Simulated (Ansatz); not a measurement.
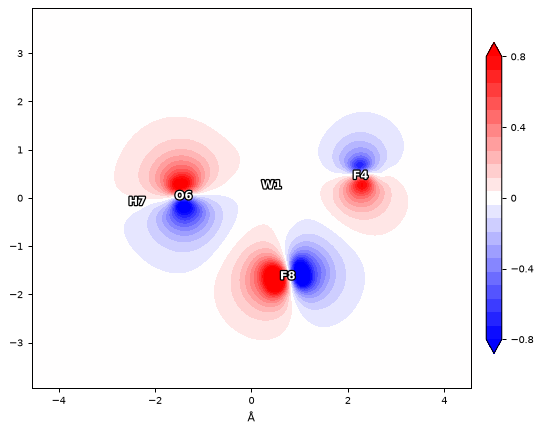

F₃H₃OW. The HOMO−1 on the plane of atoms O6, W1 and F8 (values in Å⁻³ᐟ²; the overall sign is arbitrary).

Core potentials replace the inner electrons of W; not at a stationary point (largest force 1.1 eV/Å).

These are results of Ansatz 0.2.0, RKS PBE-D4/def2-SVP, not measurements.

```xyz
8

W     0.3057   -0.0045    0.0358
H    -0.0920    0.2654    1.6742
F     1.9199    0.2246    0.9653
F     0.3235    1.8390   -0.2347
H    -1.3606    0.0506    0.3430
O     0.3369   -1.8324    0.2514
H     0.3125   -2.7938    0.3804
F    -0.4246   -0.1161   -1.7335
```

Q: Describe this orbital and give its energy.

A: Its weight (Hirshfeld) is mainly on F8 (about 40 %), O6 (about 25 %), F3 (about 15 %) and F4 (about 10 %); largely a combination of lone pairs on F8, O6, F3 and F4. Its energy is −8.90 eV.
